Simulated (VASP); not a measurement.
Shape and ions are relaxed at each volume.

Energy against volume of Sb (a7). Calculation: PBE GGA, VASP's PBE PAW potentials (set 64) (plane waves; VASP).

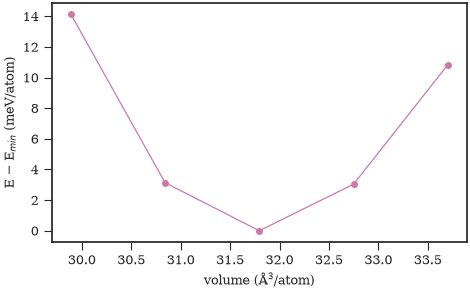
*Energy against volume*

### Question
Estimate the equilibrium volume and the bulk modulus.

### Answer
The minimum lies near 31.8 Å³/atom, and the curvature gives B0 of about 35 GPa.

Measured: bulk modulus 39.5 GPa at 0 K (computed value off by -12.4 %), as given by K. Lejaeghere et al., Critical reviews in solid state and materials sciences/CRC critical reviews in solid state and materials sciences (2013), arXiv:1204.2733 [extrapolated to 0 K and zero-point effects removed (source: thermally corrected experimental values)].

The compound is Sb in the a7 structure. It was relaxed first, which changed the volume by +5 %.
